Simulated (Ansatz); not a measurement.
# SiSn3O8: the cell at several levels of theory, part 2 of 3

The system is SiSn3O8 in the rutile host structure, a generated structure that needn't be the ground state.

Ansatz 0.2.0, plane waves. Earlier steps stand in the parts before.

## 3. Relaxation with r2SCAN

Start: the result of step 2.

Contents of input.yaml:

```yaml
crystal:
  lattice:
    - [3.3094784902, -3.3015519775, 0.0]
    - [3.3094784902, 3.3015519775, 0.0]
    - [0.0, 0.0, 6.2206271078]
  atoms:
    - { symbol: Sn, position: [0.5, 0.5, 0.2610357166] }
    - { symbol: Sn, position: [0.0, 0.0, 0.0] }
    - { symbol: O, position: [0.1826630324, 0.1826630324, 0.2782354754] }
    - { symbol: O, position: [0.8173369676, 0.8173369676, 0.2782354754] }
    - { symbol: O, position: [0.69187025, 0.30812975, 0.0] }
    - { symbol: O, position: [0.30812975, 0.69187025, 0.0] }
    - { symbol: Sn, position: [0.5, 0.5, 0.7389642834] }
    - { symbol: Si, position: [0.0, 0.0, 0.5] }
    - { symbol: O, position: [0.1826630324, 0.1826630324, 0.7217645246] }
    - { symbol: O, position: [0.8173369676, 0.8173369676, 0.7217645246] }
    - { symbol: O, position: [0.7178759978, 0.2821240022, 0.5] }
    - { symbol: O, position: [0.2821240022, 0.7178759978, 0.5] }
kpoints:
  mp_grid: { grid: [6, 6, 4] }
hamiltonian:
  xc: r2scan
scf:
  occupations: { method: fermi_dirac, width: 0.02 }
relax:
  f_tol: 0.005
  cell: {}
output:
  write_density: true
  write_potential: true
  elf: true
  volumetric_format: npy
```

The program printed:

```text
Engine: ansatz 0.2.0, x86_64-unknown-linux-gnu
Pseudopotentials: kind: paw
Pseudopotential: Sn, paw, valence charge 14, recommended cutoff 500 eV (meta_gga), Sn.paw.azcp
Pseudopotential: O, paw, valence charge 6, recommended cutoff 500 eV (meta_gga), O.paw.azcp
Pseudopotential: Si, paw, valence charge 4, recommended cutoff 500 eV (meta_gga), Si.paw.azcp
Functional definition: r2SCAN
  parameter k0 = 0.174
  parameter k1 = 0.065
  parameter a1 = 4.9479
  exchange = r2scan_x(k0 = k0, k1 = k1, a1 = a1)
  correlation = r2scan_c
Crystal: 12 atoms, lattice volume = 135.938 Å³
Basis set: ecut = 500 eV, 3443 PW (Γ), exchange–correlation on 144×144×192 points (64 copies of the dense FFT grid, shifted against one another)
Bands: 59, of which v1, the nominal top of the filled ones, is band 47 counted from 1 (46 counted from 0)
Symmetry: 8 space group operations
Space group: Cmmm (ITA 65), of the structure as read, at distance tolerance 5.1e-5 Å
k-points: 39 of 144
Non-local potential: Sn, projectors of the file, l = 0: 2, l = 1: 2, l = 2: 2, l = 3: 2
Non-local potential: O, projectors of the file, l = 0: 2, l = 1: 2, l = 2: 1
Non-local potential: Si, projectors of the file, l = 0: 2, l = 1: 2, l = 2: 2
PAW form: soft (Blöchl's): semilocal exchange-correlation on the pseudo side does not see the compensation charge
PAW frozen core: Sn, regenerated for the run's functional (the file was generated under x = pbe(κ = 0.804, μ = 0.2195149727645171), c = pbe(β = 0.06672455060314922))
PAW frozen core: O, regenerated for the run's functional (the file was generated under x = pbe(κ = 0.804, μ = 0.2195149727645171), c = pbe(β = 0.06672455060314922))
PAW frozen core: Si, regenerated for the run's functional (the file was generated under x = pbe(κ = 0.804, μ = 0.2195149727645171), c = pbe(β = 0.06672455060314922))
PAW one-centre angular grid: Sn, 590 points (default); XC on 249 of its mesh's 2787 points in the sphere
PAW one-centre angular grid: O, 302 points (default); XC on 160 Gauss nodes
PAW one-centre angular grid: Si, 302 points (default); XC on 160 Gauss nodes
Initial density: superposition of atomic densities (neutral atoms: chi_scale 0, normalization atom), corrected by the library's trained network
Initial wavefunctions: pseudopotential atomic-orbital guess
Functional: x = r2scan, c = r2scan; τ floored in thin density (d = 2e-4 eV/Å³)
SCF iter   1: F=—  HF=-23306.977710 eV  |F-HF|=—  |Δ(HF+E_count)|=         —  Δρ=1.05e-2  dr2=1.24e-1  dr2_τ=5.68e-1  ethr=1.77e-3  ⟨swp⟩=6.8  Hψ=9790  notcnv=0  defer=15
preconditioner: auto → Resta (q_TF=auto, 2.566 Å⁻¹)  ε∞=3.3  [insulator: Δε(μ)=1.727 eV  Ē_g=20.262 eV  σ=0.020 eV  W_gap=1.00  n_scr=36 (ndim 8)  ℏωp=30.9 eV  f_vac=0.012  D(μ)=0.00/eV (n_scr^D=0)  ε∞_Penn≈3.3]
SCF iter   2: F=—  HF=-23307.244341 eV  |F-HF|=—  |Δ(HF+E_count)|=   2.67e-1  Δρ=6.38e-3  dr2=3.45e-2  dr2_τ=2.02e-3  ethr=1.32e-4  ⟨swp⟩=3.0  Hψ=4333  notcnv=0  defer=193
SCF iter   3: F=—  HF=-23307.241546 eV  |F-HF|=—  |Δ(HF+E_count)|=   2.79e-3  Δρ=8.62e-4  dr2=9.07e-4  dr2_τ=2.19e-4  ethr=3.67e-5  ⟨swp⟩=2.0  Hψ=3313  notcnv=0  defer=193
SCF iter   4: F=—  HF=-23307.241824 eV  |F-HF|=—  |Δ(HF+E_count)|=   2.78e-4  Δρ=4.40e-4  dr2=1.98e-4  dr2_τ=3.17e-5  ethr=9.65e-7  ⟨swp⟩=2.0  Hψ=3549  notcnv=0  defer=193
SCF iter   5: F=—  HF=-23307.241357 eV  |F-HF|=—  |Δ(HF+E_count)|=   4.67e-4  Δρ=1.40e-4  dr2=2.22e-5  dr2_τ=2.66e-6  ethr=2.11e-7  ⟨swp⟩=2.0  Hψ=3278  notcnv=0  defer=193
SCF iter   6: F=—  HF=-23307.241824 eV  |F-HF|=—  |Δ(HF+E_count)|=   4.67e-4  Δρ=4.00e-5  dr2=2.25e-6  dr2_τ=1.80e-7  ethr=2.36e-8  ⟨swp⟩=2.0  Hψ=2995  notcnv=0  defer=193
SCF iter   7: F=—  HF=-23307.241824 eV  |F-HF|=—  |Δ(HF+E_count)|=   5.19e-8  Δρ=1.87e-5  dr2=3.90e-7  dr2_τ=5.91e-8  ethr=2.40e-9  ⟨swp⟩=2.0  Hψ=3274  notcnv=0  defer=193
SCF iter   8: F=-23307.241824 eV  HF=-23307.241824 eV  |F-HF|=1.73e-8  |Δ(HF+E_count)|=   4.41e-8  Δρ=4.90e-6  dr2=3.57e-8  dr2_τ=2.23e-9  ethr=1.06e-10  ⟨swp⟩=10.0  Hψ=16139  notcnv=0
SCF 1 converged in 8 iterations: F = -23307.241824 eV  dr2 = 3.57e-8
relax step   1: F+E_penalty+E_count = -23307.24182399 eV  Δ(F+E_penalty+E_count) = +0.000e0 eV  max|allowed force component| = 1.673e-1 eV/Å  Δτ_max = 0.0000 Å  P = -8.024 GPa  Ω = 135.938 Å³  (8 SCF iters, dr2 threshold 1.00e-7 eV, accepted)
Crystal: 12 atoms, lattice volume = 131.398 Å³
Basis set: ecut = 500 eV, 3355 PW (Γ), exchange–correlation on 144×144×192 points (64 copies of the dense FFT grid, shifted against one another)
Initial density: handed on by an earlier stage of this run
Initial wavefunctions: those handed on with the density
iter 1 solved again at ethr=4.55e-5 eV; its pass at ethr=3.10e-3 eV (dr2=4.28e-2 eV) is discarded
SCF iter   1: F=—  HF=-23307.319945 eV  |F-HF|=—  |Δ(HF+E_count)|=         —  Δρ=6.01e-3  dr2=4.06e-2  dr2_τ=1.05e-1  ethr=4.55e-5  ⟨swp⟩=4.1  Hψ=10217  notcnv=0  defer=1
preconditioner: auto → Resta (q_TF=auto, 2.580 Å⁻¹)  ε∞=3.3  [insulator: Δε(μ)=2.104 eV  Ē_g=20.647 eV  σ=0.020 eV  W_gap=1.00  n_scr=36 (ndim 8)  ℏωp=31.4 eV  f_vac=0.004  D(μ)=0.00/eV (n_scr^D=0)  ε∞_Penn≈3.3]
SCF iter   2: F=—  HF=-23307.366954 eV  |F-HF|=—  |Δ(HF+E_count)|=   4.70e-2  Δρ=2.45e-3  dr2=6.72e-3  dr2_τ=4.83e-4  ethr=4.32e-5  ⟨swp⟩=4.0  Hψ=4510  notcnv=0
SCF iter   3: F=—  HF=-23307.366208 eV  |F-HF|=—  |Δ(HF+E_count)|=   7.46e-4  Δρ=8.04e-4  dr2=5.69e-4  dr2_τ=5.64e-5  ethr=7.15e-6  ⟨swp⟩=3.0  Hψ=4535  notcnv=0
SCF iter   4: F=—  HF=-23307.366704 eV  |F-HF|=—  |Δ(HF+E_count)|=   4.96e-4  Δρ=4.26e-4  dr2=2.13e-4  dr2_τ=2.92e-5  ethr=6.05e-7  ⟨swp⟩=2.0  Hψ=3419  notcnv=0
SCF iter   5: F=—  HF=-23307.366660 eV  |F-HF|=—  |Δ(HF+E_count)|=   4.40e-5  Δρ=8.97e-5  dr2=9.88e-6  dr2_τ=1.11e-6  ethr=2.27e-7  ⟨swp⟩=2.0  Hψ=3384  notcnv=0
SCF iter   6: F=—  HF=-23307.366661 eV  |F-HF|=—  |Δ(HF+E_count)|=   8.47e-7  Δρ=4.25e-5  dr2=1.79e-6  dr2_τ=1.87e-7  ethr=1.05e-8  ⟨swp⟩=2.0  Hψ=3487  notcnv=0
SCF iter   7: F=-23307.366661 eV  HF=-23307.366661 eV  |F-HF|=2.92e-8  |Δ(HF+E_count)|=   1.87e-7  Δρ=1.16e-5  dr2=1.20e-7  dr2_τ=5.26e-9  ethr=1.28e-9  ⟨swp⟩=9.6  Hψ=15753  notcnv=0
SCF 2 converged in 7 iterations: F = -23307.366661 eV  dr2 = 1.20e-7
relax step   2: F+E_penalty+E_count = -23307.36666056 eV  Δ(F+E_penalty+E_count) = -1.248e-1 eV  max|allowed force component| = 3.079e-1 eV/Å  Δτ_max = 0.0121 Å  P = -0.650 GPa  Ω = 131.398 Å³  energy of the carried Pulay correction = +2.276e-3 eV  (7 SCF iters, dr2 threshold 1.20e-6 eV, accepted)
Crystal: 12 atoms, lattice volume = 131.015 Å³
iter 1 solved again at ethr=1.48e-6 eV; its pass at ethr=3.10e-3 eV (dr2=1.39e-3 eV) is discarded
SCF iter   1: F=—  HF=-23307.372207 eV  |F-HF|=—  |Δ(HF+E_count)|=         —  Δρ=1.20e-3  dr2=1.48e-3  dr2_τ=1.00e-2  ethr=1.48e-6  ⟨swp⟩=3.6  Hψ=8918  notcnv=0
preconditioner: auto → Resta (q_TF=auto, 2.581 Å⁻¹)  ε∞=3.3  [insulator: Δε(μ)=2.125 eV  Ē_g=20.622 eV  σ=0.020 eV  W_gap=1.00  n_scr=36 (ndim 8)  ℏωp=31.5 eV  f_vac=0.007  D(μ)=0.00/eV (n_scr^D=0)  ε∞_Penn≈3.3]
SCF iter   2: F=—  HF=-23307.372949 eV  |F-HF|=—  |Δ(HF+E_count)|=   7.42e-4  Δρ=5.71e-4  dr2=2.70e-4  dr2_τ=1.94e-5  ethr=1.48e-6  ⟨swp⟩=2.0  Hψ=3923  notcnv=0
SCF iter   3: F=—  HF=-23307.373122 eV  |F-HF|=—  |Δ(HF+E_count)|=   1.73e-4  Δρ=1.69e-4  dr2=2.24e-5  dr2_τ=5.09e-6  ethr=2.87e-7  ⟨swp⟩=2.0  Hψ=3210  notcnv=0
SCF iter   4: F=—  HF=-23307.373122 eV  |F-HF|=—  |Δ(HF+E_count)|=   5.93e-7  Δρ=5.50e-5  dr2=2.65e-6  dr2_τ=4.09e-7  ethr=2.38e-8  ⟨swp⟩=2.0  Hψ=3261  notcnv=0
SCF iter   5: F=-23307.373123 eV  HF=-23307.373123 eV  |F-HF|=3.66e-9  |Δ(HF+E_count)|=   4.37e-7  Δρ=1.68e-5  dr2=2.88e-7  dr2_τ=3.74e-8  ethr=1.28e-9  ⟨swp⟩=9.9  Hψ=16369  notcnv=0
SCF 3 converged in 5 iterations: F = -23307.373123 eV  dr2 = 2.88e-7
relax step   3: F+E_penalty+E_count = -23307.37312289 eV  Δ(F+E_penalty+E_count) = -6.462e-3 eV  max|allowed force component| = 1.183e-1 eV/Å  Δτ_max = 0.0075 Å  P = -0.081 GPa  Ω = 131.015 Å³  energy of the carried Pulay correction = +2.471e-3 eV  (5 SCF iters, dr2 threshold 1.20e-6 eV, accepted)
[... 8 lines left out ...]
relax step   4: F+E_penalty+E_count = -23307.37402594 eV  Δ(F+E_penalty+E_count) = -9.030e-4 eV  max|allowed force component| = 1.610e-2 eV/Å  Δτ_max = 0.0043 Å  P = +0.042 GPa  Ω = 130.898 Å³  energy of the carried Pulay correction = +2.531e-3 eV  (4 SCF iters, dr2 threshold 8.75e-7 eV, accepted)
[... 9 lines left out ...]
relax step   5: F+E_penalty+E_count = -23307.37412724 eV  Δ(F+E_penalty+E_count) = -1.013e-4 eV  max|allowed force component| = 1.943e-2 eV/Å  Δτ_max = 0.0011 Å  P = +0.047 GPa  Ω = 130.869 Å³  energy of the carried Pulay correction = +2.546e-3 eV  (5 SCF iters, dr2 threshold 1.05e-7 eV, accepted)
[... 9 lines left out ...]
relax step   6: F+E_penalty+E_count = -23307.37414732 eV  Δ(F+E_penalty+E_count) = -2.007e-5 eV  max|allowed force component| = 4.454e-3 eV/Å  Δτ_max = 0.0007 Å  P = +0.001 GPa  Ω = 130.887 Å³  energy of the carried Pulay correction = +2.537e-3 eV  (5 SCF iters, dr2 threshold 2.36e-8 eV, accepted)
Basis set: ecut = 500 eV, 3355 PW (Γ), exchange–correlation on 144×144×180 points (64 copies of the dense FFT grid, shifted against one another)
Initial wavefunctions: pseudopotential atomic-orbital guess (no wavefunctions were taken with the density)
iter 1 solved again at ethr=1.73e-7 eV; its pass at ethr=3.10e-3 eV (dr2=1.62e-4 eV) is discarded
SCF iter   1: F=—  HF=-23307.371129 eV  |F-HF|=—  |Δ(HF+E_count)|=         —  Δρ=1.16e-4  dr2=1.65e-6  dr2_τ=6.75e-6  ethr=1.73e-7  ⟨swp⟩=3.9  Hψ=17971  notcnv=0
preconditioner: auto → Resta (q_TF=auto, 2.582 Å⁻¹)  ε∞=3.3  [insulator: Δε(μ)=2.109 eV  Ē_g=20.622 eV  σ=0.020 eV  W_gap=1.00  n_scr=36 (ndim 8)  ℏωp=31.5 eV  f_vac=0.007  D(μ)=0.00/eV (n_scr^D=0)  ε∞_Penn≈3.3]
SCF iter   2: F=—  HF=-23307.371369 eV  |F-HF|=—  |Δ(HF+E_count)|=   2.40e-4  Δρ=6.03e-5  dr2=4.55e-7  dr2_τ=5.45e-7  ethr=1.76e-9  ⟨swp⟩=2.0  Hψ=3616  notcnv=0
SCF iter   3: F=—  HF=-23307.371370 eV  |F-HF|=—  |Δ(HF+E_count)|=   9.68e-7  Δρ=6.36e-6  dr2=2.75e-8  dr2_τ=7.19e-9  ethr=4.84e-10  ⟨swp⟩=2.0  Hψ=3536  notcnv=0
SCF iter   4: F=—  HF=-23307.371370 eV  |F-HF|=—  |Δ(HF+E_count)|=   3.74e-9  Δρ=9.02e-7  dr2=4.96e-10  dr2_τ=1.37e-10  ethr=2.92e-11  ⟨swp⟩=2.0  Hψ=3396  notcnv=0
SCF iter   5: F=-23307.371370 eV  HF=-23307.371370 eV  |F-HF|=3.64e-11  |Δ(HF+E_count)|=  9.46e-11  Δρ=3.36e-7  dr2=1.07e-10  dr2_τ=1.67e-11  ethr=1.00e-12  ⟨swp⟩=9.1  Hψ=12767  notcnv=0
SCF 7 converged in 5 iterations: F = -23307.371370 eV  dr2 = 1.07e-10
relax step   7: F+E_penalty+E_count = -23307.37137040 eV  Δ(F+E_penalty+E_count) = +2.777e-3 eV  max|allowed force component| = 4.414e-3 eV/Å  Δτ_max = 0.0000 Å  P = +0.020 GPa  Ω = 130.887 Å³  stress off target by 3.21e-2 GPa  SCF on the basis re-selected at this cell (its energy is not comparable with the rows above)  (5 SCF iters)
basis re-selected at this cell: Δ(F+E_penalty+E_count) = +2.777e-3 eV, ΔP = +0.019 GPa vs the last step (what re-selecting the basis moved, of the pressure what is left beyond the Pulay correction that the steps carried, after the strain that the cell walked since its last selection, with what the two solves' SCF thresholds leave and, on support functions, any second-order correction that the steps lacked; it is no measure of the basis error at this ecutwfc). The dense FFT grid was sized anew with the basis: this SCF ran on 36×36×45 points, the steps before it on 36×36×48, so part of this shift can come from that change (see relax.cell in the input reference). This SCF's stress stands 3.21e-2 GPa from its target on what of the cell is left free (relax.cell.stress_tol is 5.00e-2 GPa) and its largest allowed force component is 4.41e-3 eV/Å (relax.f_tol is 5.00e-3 eV/Å): within both
SCF converged after 5 iterations
Free energy (F): -23307.371370 eV
Harris-Foulkes:  -23307.371370 eV  (|F-HF|=3.64e-11)
Internal energy: -23307.371370 eV  (E = F + TS)
E sigma→0 (E₀):  -23307.371370 eV
Fermi energy:    10.559759 eV
--- Per-component energies (eV) ---
  E_band       = -207.607428
  E_kinetic    = 2036.858863
  E_local      = -4908.689912  (includes V_loc(G=0)·N_el)
  E_nonlocal   = 312.391395
  E_hartree    = 2466.096787
  E_xc         = -1755.285474
  E_vxc        = -1200.289297  (∫ρ·V_xc dr)
  E_paw        = -14320.588838  (= ΣΔE_a)
  E_vpaw       = -1454.965381  (= ΣTr[D̂ρ^β])
  E_aug_tail   = 0.008094  (compensation charges beyond the density's cutoff)
  E_vtau       = 74.884886  (kinetic-family band-sum trace: ∫τ·v_τ [+ j·A + Jᵃ·Aᵃ] dr)
  E_ewald      = -7140.036285
  E_core_change = 1.873999  (= ΣΔE_core)
  E_smearing   = -0.000000  (= −TS)
  E_closure    = 0.000000  (closes the sum)
  Σ components = -23307.371370   (vs F -23307.371370, Δ=0.00e0)
--- Forces (eV/Å), atoms counted from 1 ---
  atom   1  Sn     0.00000000    -0.00000000     0.00441353
  atom   2  Sn     0.00000000     0.00000000     0.00000000
  atom   3  O      0.00022683     0.00000000    -0.00251101
  atom   4  O     -0.00022683    -0.00000000    -0.00251101
  atom   5  O      0.00000000     0.00211326    -0.00000000
  atom   6  O      0.00000000    -0.00211326     0.00000000
  atom   7  Sn     0.00000000     0.00000000    -0.00441353
  atom   8  Si    -0.00000000     0.00000000     0.00000000
  atom   9  O      0.00022683     0.00000000     0.00251101
  atom  10  O     -0.00022683    -0.00000000     0.00251101
  atom  11  O      0.00000000    -0.00306212    -0.00000000
  atom  12  O      0.00000000     0.00306212     0.00000000
  max |Σ_I F_I| component: 0.00e0 eV/Å
--- Stress (GPa, compression-positive) ---
        0.020824       0.000000       0.000000
        0.000000       0.032062       0.000000
        0.000000       0.000000       0.006935
  P = ⅓ Tr σ = 0.0199 GPa (0.199 kbar)
--- Band table (eV; the first three rows and the last of 39) ---
  k-point 0: bands = ["-12.7400", "-12.5975", "-11.9534", "-11.9067", "-11.8335", "-11.7463", "-11.4885", "-11.4824", "-11.4479", "-11.4041", "-11.3245", "-11.2683", "-11.2573", "-11.2474", "-11.2265", "-11.0306", "-9.3588", "-9.2910", "-9.1574", "-8.9259", "-7.8841", "-7.4479", "-7.3999", "0.4218", "1.5026", "1.9417", "4.2457", "4.2765", "4.5988", "4.9256", "5.0805", "5.2231", "5.4112", "5.4944", "6.0956", "6.2785", "6.7464", "7.0198", "7.3236", "7.4567", "7.5349", "7.6566", "7.9487", "8.2630", "8.5933", "8.7986", "9.5050", "11.6143", "15.2273", "15.8731", "16.2091", "17.1436", "18.6904", "19.1157", "20.4235", "21.0493", "21.1329", "21.4424", "21.7148"]
  k-point 1: bands = ["-12.6909", "-12.4801", "-11.9727", "-11.9641", "-11.7412", "-11.7190", "-11.6971", "-11.4667", "-11.4475", "-11.3857", "-11.3362", "-11.2850", "-11.2766", "-11.2671", "-11.2491", "-11.0017", "-10.0709", "-8.9538", "-8.7936", "-8.4517", "-8.0250", "-7.6781", "-7.4946", "0.2934", "1.2275", "2.8592", "4.3472", "4.3811", "4.5182", "5.0229", "5.0732", "5.6006", "5.6349", "5.6759", "5.7998", "5.9783", "6.2048", "6.5984", "6.8995", "7.0934", "7.3525", "7.7502", "8.0929", "8.2154", "8.6797", "8.8075", "9.3914", "12.5080", "15.1181", "16.2470", "16.4308", "17.8145", "18.7446", "19.1917", "19.7022", "20.4596", "20.8699", "21.5811", "21.8743"]
  k-point 2: bands = ["-12.6335", "-12.1639", "-12.1408", "-12.0504", "-11.9746", "-11.6720", "-11.5413", "-11.4470", "-11.4221", "-11.4071", "-11.3560", "-11.3391", "-11.3071", "-11.2655", "-11.2511", "-10.9599", "-10.4925", "-8.5737", "-8.3794", "-8.2535", "-8.1676", "-7.9562", "-7.7219", "0.1699", "1.1970", "4.0980", "4.1463", "4.4794", "4.4926", "4.9446", "5.2791", "5.4622", "5.5280", "5.7857", "5.9950", "6.0677", "6.2350", "6.2907", "6.3294", "6.4282", "6.5147", "7.8430", "8.3626", "8.4487", "8.6629", "8.8097", "9.2214", "13.8134", "14.3114", "16.5108", "17.1060", "18.5264", "19.2616", "19.4205", "19.4400", "19.4751", "19.8461", "21.2581", "22.1017"]
  k-point 38: bands = ["-12.4928", "-12.2418", "-12.1855", "-12.1628", "-12.1571", "-11.9902", "-11.5116", "-11.4330", "-11.4299", "-11.3693", "-11.3602", "-11.3419", "-11.3092", "-11.2552", "-11.2486", "-9.5560", "-9.2628", "-9.0065", "-8.8413", "-8.6937", "-8.4886", "-8.3741", "-8.2935", "1.6564", "1.6913", "2.0956", "2.5412", "4.5435", "4.8072", "4.8316", "4.9293", "5.1893", "5.6678", "5.7659", "5.9864", "6.0255", "6.4958", "6.6714", "7.1294", "7.6200", "7.7940", "7.8392", "8.3103", "8.5388", "8.5910", "8.7211", "8.7331", "14.6710", "15.1366", "15.1415", "17.3057", "18.0849", "18.3238", "19.5634", "19.9267", "20.5555", "20.8046", "21.0518", "21.1355"]
--- Relaxed structure (6 steps of the walk, 6 accepted, 1 SCFs on fresh bases) ---
  F+E_penalty+E_count = -23307.37137040 eV   max|allowed force component| = 4.414e-3 eV/Å   (the final SCF, on the basis selected at the relaxed cell)
  cell:  # Å, volume = 130.8873 Å³
    - [3.2646450353759717, -3.257129251741109, 4.412634723004569e-18]
    - [3.2646450353759717, 3.257129251741109, -4.412634723004568e-18]
    - [9.028849330040798e-34, -8.314076337979376e-18, 6.154553209107916]
  atoms:
    - { symbol: Sn, position: [0.5, 0.5, 0.26095884129511426] }
    - { symbol: Sn, position: [2.1747958404902222e-20, -4.358830124030735e-20, 4.647772231306737e-20] }
    - { symbol: O, position: [0.18366056670208541, 0.18366056670208541, 0.27766035503354575] }
    - { symbol: O, position: [0.8163394332979146, 0.8163394332979146, 0.27766035503354575] }
    - { symbol: O, position: [0.6923248077607594, 0.30767519223924056, 1.969323874715211e-20] }
    - { symbol: O, position: [0.30767519223924056, 0.6923248077607594, 7.326220587898245e-20] }
    - { symbol: Sn, position: [0.5, 0.5, 0.7390411587048855] }
    - { symbol: Si, position: [2.174795840490224e-20, -4.3588301240307334e-20, 0.49999999999999994] }
    - { symbol: O, position: [0.18366056670208541, 0.18366056670208541, 0.7223396449664542] }
    - { symbol: O, position: [0.8163394332979146, 0.8163394332979146, 0.7223396449664542] }
    - { symbol: O, position: [0.7185137880050205, 0.28148621199497953, 0.49999999999999994] }
    - { symbol: O, position: [0.28148621199497953, 0.7185137880050205, 0.49999999999999994] }
```

It took 22 s on 1 × NVIDIA H100 80GB HBM3 with 2 threads of AMD EPYC 7R13 (Zen 3), shared host; peak host memory 1.3 GiB.

Step by step:

```
step  energy change (meV/atom)  largest force (eV/Å)  pressure (GPa)  volume (Å³/atom)
   1                       0.0                0.1673           -8.02            11.328
   2                     -10.4                0.3079           -0.65            10.950
   3                     -10.9                0.1183           -0.08            10.918
   4                     -11.0                0.0161            0.04            10.908
   5                     -11.0                0.0194            0.05            10.906
   6                     -11.0                0.0045            0.00            10.907
   7                     -10.8                0.0044            0.02            10.907
```

Step 7 solves the same cell on a plane-wave basis chosen anew, so the energy can jump there without a move.

The table lists every geometry solved, with passes on a fresh basis, whose energies don't compare exactly with the rows above.

|  | before | after | change |
| --- | --- | --- | --- |
| a (Å) | 6.603 | 6.514 | -1.35 % |
| b (Å) | 6.619 | 6.529 | -1.35 % |
| c (Å) | 6.221 | 6.155 | -1.06 % |
| volume (Å³/atom) | 11.328 | 10.907 | -3.72 % |
| shortest distance (Å) | 1.834 | 1.819 | -0.81 % |
| space group | Cmmm | Cmmm | same |

The maps below are laid out on this run's own conventional cell (a, b, c = 6.514, 6.529, 6.155 Å).

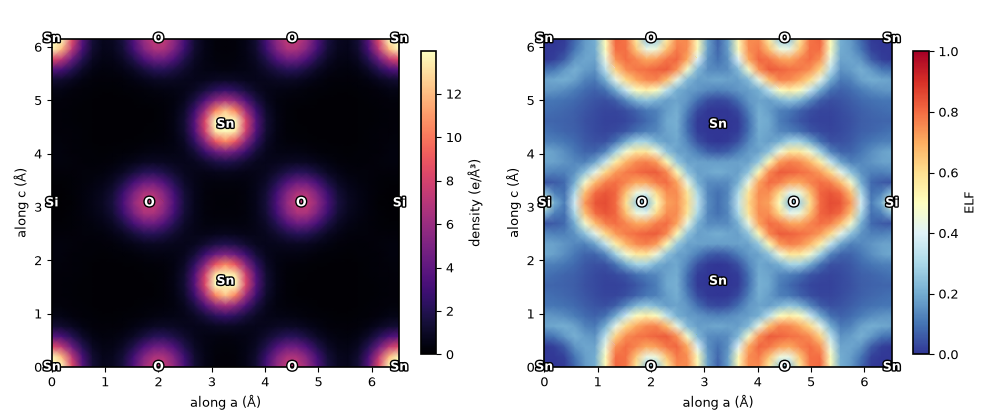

Density (left) and ELF (right) in a lattice plane of the grid's cell (edges 6.51 and 6.15 Å, at 0.000 of the third edge), which holds Sn and O and Si. Only atoms in the plane are labelled; the density scale stops at 13.96 e/Å³. Both are smooth fields of the valence electrons: close to the nuclei they are not physical.

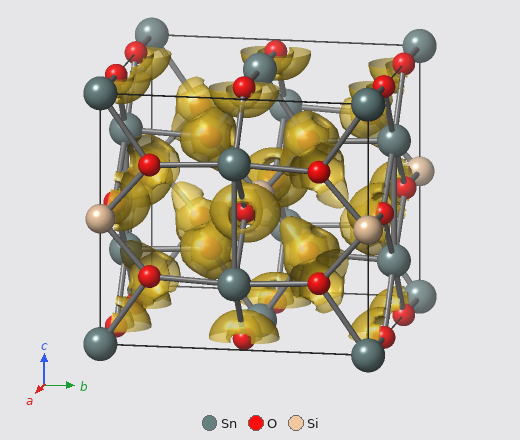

Surface of ELF = 0.79, drawn in one cell.

Maxima of ELF outside the ion cores: 0.85 on the O–Si line, 0.7 Å from O; 0.85 beside O, off the lines to its neighbours, 0.6 Å from O; 0.83 in the shell around O, 0.6 Å from O.

(Continued in part 3 of 3.)
